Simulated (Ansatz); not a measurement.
System: a (111) slab cut from Ir (Fm-3m), 5 atoms in the cell. Starting structure of the relaxation:

```cif
data_structure
_symmetry_space_group_name_H-M 'P 1'
_symmetry_Int_Tables_number 1
_cell_length_a 2.7370
_cell_length_b 2.7370
_cell_length_c 23.9389
_cell_angle_alpha 90.000
_cell_angle_beta 90.000
_cell_angle_gamma 120.000
_cell_volume 155.30
loop_
_atom_site_label
_atom_site_type_symbol
_atom_site_fract_x
_atom_site_fract_y
_atom_site_fract_z
_atom_site_occupancy
Ir1 Ir 0.66667 0.33333 0.31330 1
Ir2 Ir 0.33333 0.66667 0.40665 1
Ir3 Ir 0.00000 0.00000 0.50000 1
Ir4 Ir 0.66667 0.33333 0.59335 1
Ir5 Ir 0.33333 0.66667 0.68670 1
```

Level of theory: DFT PBE, scalar-relativistic, plane waves, PAW, no spin polarisation, 15×15×1 k mesh, 420 eV cutoff, Gaussian smearing of 0.1 eV; code Ansatz 0.2.0.

What does the potential across the slab give for the work function?

The work function is 5.52 eV, the same on both faces. The two vacuum levels agree, so the slab has no net dipole along its normal. The outermost atoms are 8.8 Å apart, which leaves 15.1 Å of vacuum in a cell 23.9 Å high.

Spin-orbit coupling is left out, which matters for Ir.

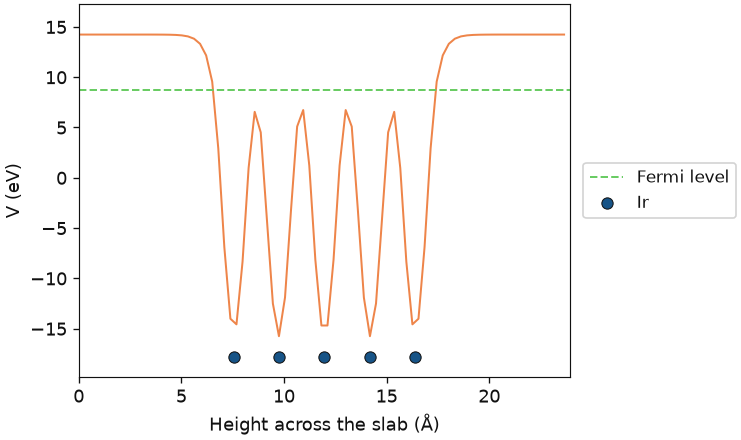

Plane-averaged electrostatic potential energy of an electron across the slab; circles at the bottom mark the heights of the atoms (positions after relaxation).
